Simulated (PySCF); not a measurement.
**r2SCAN/SBKJC (core potential) run of SiH2 (SMILES [SiH2])**

Aim: the vertical singlet–triplet gap of SiH2 at r2SCAN/SBKJC (core potential), from 2 runs. 

Program for the calculation: PySCF 2.14.0.

8 further runs of the same task are left out: 8 set aside as unsound or not needed.

### 1 The structure to begin with

The species is SiH2 (3 atoms), meant as a singlet with charge 0. As SMILES, `[SiH2]`. Geometry: relaxed at PBE0-D4/def2-TZVP.

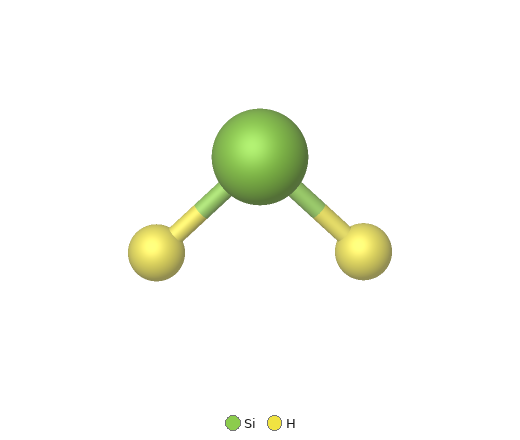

Viewed from a chosen angle; silicon green, hydrogen yellow.

### 2 A single-point energy at r2SCAN/SBKJC (core potential)

job.py reads:

```python
from pyscf import gto, dft

mol = gto.M(
    atom='''
Si    -0.491200     0.468600    -0.213600
H      0.840300     0.578600     0.522500
H     -0.349100    -1.047200    -0.308900
''',
    verbose=4,
    ecp={'Si': 'sbkjc'},
    charge=0,
    basis='sbkjc',
    max_memory=1860,
    spin=0,
)

mf = dft.RKS(mol)
mf.xc = 'r2scan'
mf.grids.level = 5
mf.conv_tol = 1e-10
mf.kernel()
if not mf.converged:
    mf = mf.newton().run(mf.mo_coeff, mf.mo_occ)

e_tot = mf.e_tot
print('Final energy', e_tot)
```

On the command line:

```
$ OMP_NUM_THREADS=1 python job.py
```

Log:

```text
PySCF version 2.14.0

[INPUT] num. atoms = 3
[INPUT] num. electrons = 6
[INPUT] charge = 0
[INPUT] spin (= nelec alpha-beta = 2S) = 0
[INPUT] symmetry False subgroup None
[INPUT] Mole.unit = angstrom
[INPUT] Symbol           X                Y                Z      unit          X                Y                Z       unit  Magmom
[INPUT]  1 Si    -0.491200000000   0.468600000000  -0.213600000000 AA   -0.928233472386   0.885525661971  -0.403645500207 Bohr   0.0
[INPUT]  2 H      0.840300000000   0.578600000000   0.522500000000 AA    1.587936862472   1.093395535673   0.987381900085 Bohr   0.0
[INPUT]  3 H     -0.349100000000  -1.047200000000  -0.308900000000 AA   -0.659703390086  -1.978921197645  -0.583736399878 Bohr   0.0

nuclear repulsion = 3.01808854715527
number of shells = 8
number of NR pGTOs = 22
number of NR cGTOs = 12
basis = sbkjc
ecp = {'Si': 'sbkjc'}

******** <class 'pyscf.dft.rks.RKS'> ********
method = RKS
initial guess = minao
damping factor = 0
level_shift factor = 0
DIIS = <class 'pyscf.scf.diis.CDIIS'>
diis_start_cycle = 1
diis_space = 8
diis_damp = 0
SCF conv_tol = 1e-10
SCF conv_tol_grad = None
SCF max_cycles = 50
direct_scf = True
direct_scf_tol = 1e-13
XC library pyscf.dft.libxc version 7.0.0
    S. Lehtola, C. Steigemann, M. J.T. Oliveira, and M. A.L. Marques.,  SoftwareX 7, 1–5 (2018)
XC functionals = r2scan
    J. W. Furness, A. D. Kaplan, J. Ning, J. P. Perdew, and J. Sun.,  J. Phys. Chem. Lett. 11, 8208-8215 (2020)
    J. W. Furness, A. D. Kaplan, J. Ning, J. P. Perdew, and J. Sun.,  J. Phys. Chem. Lett. 11, 9248-9248 (2020)
    J. W. Furness, A. D. Kaplan, J. Ning, J. P. Perdew, and J. Sun.,  J. Phys. Chem. Lett. 11, 8208-8215 (2020)
    J. W. Furness, A. D. Kaplan, J. Ning, J. P. Perdew, and J. Sun.,  J. Phys. Chem. Lett. 11, 9248-9248 (2020)
radial grids:
    Treutler-Ahlrichs [JCP 102, 346 (1995); DOI:10.1063/1.469408] (M4) radial grids

becke partition: Becke, JCP 88, 2547 (1988); DOI:10.1063/1.454033
pruning grids: <function nwchem_prune>
grids dens level: 5
symmetrized grids: False
atomic radii adjust function: <function treutler_atomic_radii_adjust>
small_rho_cutoff = 0
Set gradient conv threshold to 1e-05
Initial guess from minao.
tot grids = 90632
init E= -4.5562741641223
  HOMO = -0.168636347919564  LUMO = -0.0759774037016194  gap/eV = 2.52138
cycle= 1 E= -4.93817856319824  delta_E= -0.382  |g|= 0.166  |ddm|= 1.86
  HOMO = -0.236202743816556  LUMO = -0.166396050314864  gap/eV = 1.89954
cycle= 2 E= -4.94477050120105  delta_E= -0.00659  |g|= 0.119  |ddm|= 0.519
  HOMO = -0.214600607083694  LUMO = -0.143680405832147  gap/eV = 1.92984
cycle= 3 E= -4.95273649665145  delta_E= -0.00797  |g|= 0.0076  |ddm|= 0.261
  HOMO = -0.215942511890352  LUMO = -0.143985054423703  gap/eV = 1.95806
cycle= 4 E= -4.95277356249289  delta_E= -3.71e-05  |g|= 0.000208  |ddm|= 0.0199
  HOMO = -0.216191927522986  LUMO = -0.144188009181504  gap/eV = 1.95933
cycle= 5 E= -4.95277358602084  delta_E= -2.35e-08  |g|= 1.39e-05  |ddm|= 0.000553
  HOMO = -0.216183139838517  LUMO = -0.144177953501749  gap/eV = 1.95936
cycle= 6 E= -4.9527735861185  delta_E= -9.77e-11  |g|= 1.33e-06  |ddm|= 3.22e-05
  HOMO = -0.216183517559018  LUMO = -0.144178336611554  gap/eV = 1.95936
Extra cycle  E= -4.95277358611888  delta_E= -3.84e-13  |g|= 1.01e-06  |ddm|= 5.19e-06
converged SCF energy = -4.95277358611888
Final energy -4.952773586118882
```

Wall time 1.1 s (1 thread of Arm Neoverse V2, shared host); peak memory 0.15 GiB.

### 3 The triplet, same level

input.py reads:

```python
from pyscf import gto, dft

mol = gto.M(
    atom='Si -0.491200 0.468600 -0.213600; H 0.840300 0.578600 0.522500; H -0.349100 -1.047200 -0.308900',
    verbose=3,
    max_memory=1860,
    spin=2,
    charge=0,
    ecp={'Si': 'sbkjc'},
    basis='sbkjc',
)

myscf = dft.UKS(mol, xc='r2scan')
myscf.conv_tol = 1e-10
myscf.grids.level = 5
myscf.kernel()
if not myscf.converged:
    myscf = myscf.newton().run(myscf.mo_coeff, myscf.mo_occ)

e_tot = myscf.e_tot
print('E(%s) = %.9f' % ('R2SCAN', e_tot))
```

On the command line:

```
$ OMP_NUM_THREADS=1 python input.py
```

Log:

```text
WARN: HOMO -0.0759774037016193 >= LUMO -0.168636347919564

converged SCF energy = -4.92616806259634  <S^2> = 2.0038086  2S+1 = 3.002538
E(R2SCAN) = -4.926168063
```

Wall time 2 s (1 thread of Arm Neoverse V2, shared host); peak memory 0.17 GiB.

### 4 Results

Level: r2SCAN/SBKJC (core potential).

| quantity | value |
| --- | --- |
| singlet: total energy | -4.95277 Eh |
| singlet: dipole moment | 1.24 D |
| singlet: HOMO energy | -5.88 eV |
| singlet: LUMO energy | -3.92 eV |
| singlet: HOMO–LUMO gap | 1.96 eV |
| triplet: total energy | -4.92617 Eh |
| triplet: dipole moment | 0.38 D |
| triplet: HOMO energy (highest over α and β) | -5.08 eV |
| triplet: LUMO energy (lowest over α and β) | -4.32 eV |
| triplet: ⟨S²⟩ | 2.004 |
| vertical energy of the triplet above the singlet | 0.724 eV |

In words: At this shape the triplet lies 0.72 eV (16.7 kcal/mol) above the singlet.
